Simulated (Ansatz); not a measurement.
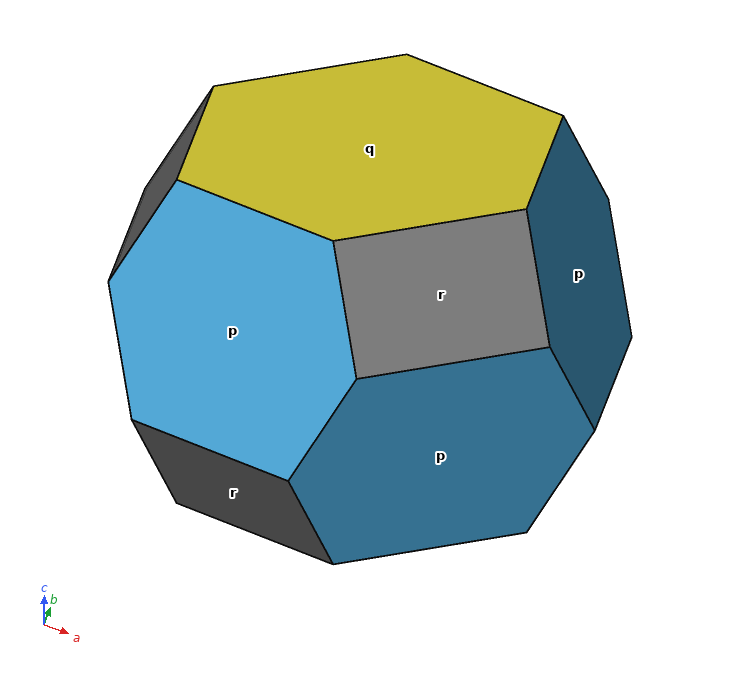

The shape was computed with the Donnay–Harker form of the Bravais–Friedel law: planes with larger spacing d grow more slowly and so show as larger faces; centring, glide planes and screw axes halve or divide d. Faces of one form share a colour. Cell of Ge₄I: space group R-3m (No. 166), a = 5.651 Å, b = 5.651 Å, c = 17.119 Å, α = 90.00°, β = 90.00°, γ = 120.00°. Origin: the end point of a relaxation with DFT PBE, scalar-relativistic, plane waves, PAW (Ansatz); the starting structure was generated, so it need not be a known form of this composition. Forms under 0.4 % of the area are left out.

Which form is which colour?

blue (p): {101} (d = 4.71 Å, 51 % of the area); yellow (q): {003} (d = 5.71 Å, 28 % of the area); grey (r): {012} (d = 4.25 Å, 22 % of the area).
